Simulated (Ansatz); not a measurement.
# C4H9 (charge +1): what the fields show

Input

```
crystal:
  periodic: [false, false, false]
  atoms:
    - {symbol: C, position_ang: [-2.349150, -1.180914, -0.644684]}
    - {symbol: C, position_ang: [-0.900760, -1.405000, -0.667680]}
    - {symbol: C, position_ang: [-0.342572, -2.529337, -1.426275]}
    - {symbol: C, position_ang: [-0.008705, -0.503068, 0.067765]}
    - {symbol: H, position_ang: [-2.639780, -0.897968, -1.675570]}
    - {symbol: H, position_ang: [-2.675944, -0.399940, 0.043543]}
    - {symbol: H, position_ang: [-2.885911, -2.124927, -0.470462]}
    - {symbol: H, position_ang: [-1.085237, -3.154057, -1.923812]}
    - {symbol: H, position_ang: [0.277259, -3.139602, -0.746292]}
    - {symbol: H, position_ang: [0.385791, -2.137302, -2.156600]}
    - {symbol: H, position_ang: [-0.215121, -0.660698, 1.144021]}
    - {symbol: H, position_ang: [-0.294352, 0.545741, -0.102327]}
    - {symbol: H, position_ang: [1.053831, -0.662601, -0.121005]}
basis:
  gaussian: {orbitals: def2-TZVPD}
total_charge: 1
hamiltonian: {xc: {name: PBE0}}
output: {forces: true, orbitals: {seedname: orbitals}}
```

Command:

```sh
ansatz run input.yaml --threads 1 --pin off --max-ram 2610MiB --events-out events.jsonl --progress --plain --runs-dir runs
```

Geometry: B3LYP/6-31G*.

Theory: Ansatz, isolated molecule in a Gaussian basis; Kohn-Sham density functional theory, functional PBE0.

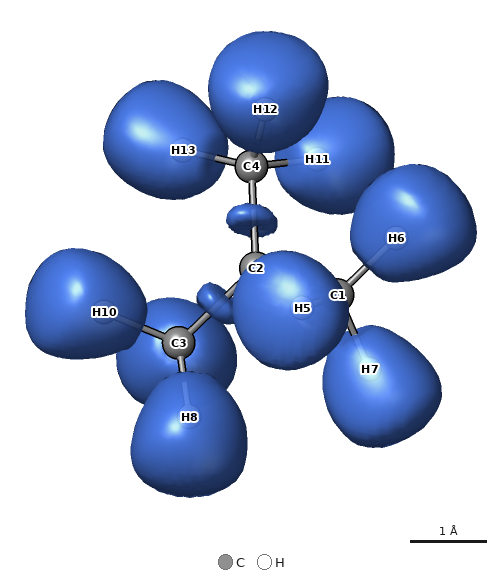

Figure 1. Isosurface of the ELF at 0.9 (blue), seen at a tilt. Only the valence region is drawn (cores and ρ < 0.01 e/Å³ removed).

What do the ELF domains correspond to?

The ELF exceeds this value in three regions between bonded C–C atoms (shared pairs) and nine regions around hydrogen nuclei. Profiles from the grid: C–C (1.47 Å): the ELF peaks at about 0.95 between the atoms, as expected for a shared electron pair. C–H (1.09 Å): the ELF climbs to about 1 towards the hydrogen, as it does in any bond to H: an ordinary covalent bond to hydrogen.

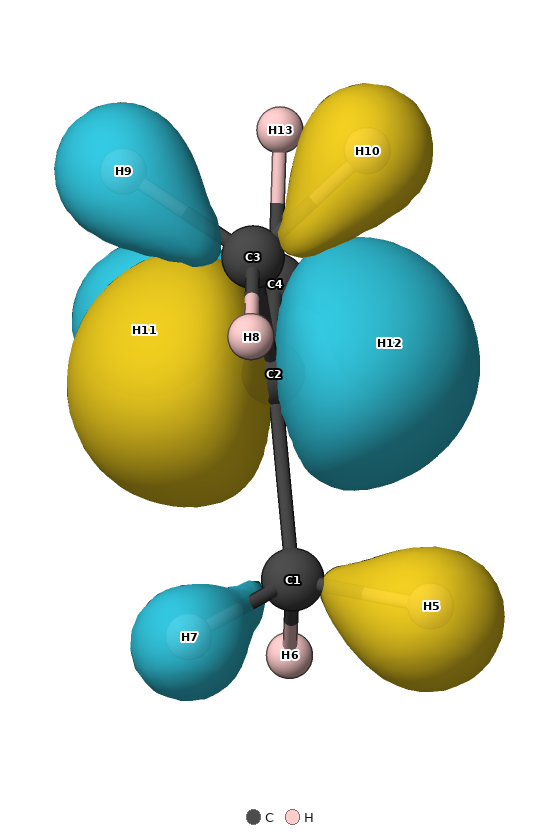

Figure 2. The LUMO at ±0.15 Å⁻³ᐟ² (yellow and cyan are the two phases), seen at an oblique angle.

Where does this orbital lie, and at what energy?

It lies mainly on C2 (about 50 %), C1 (about 10 %), C3 (about 10 %) and C4 (about 10 %). Its energy is −8.58 eV.
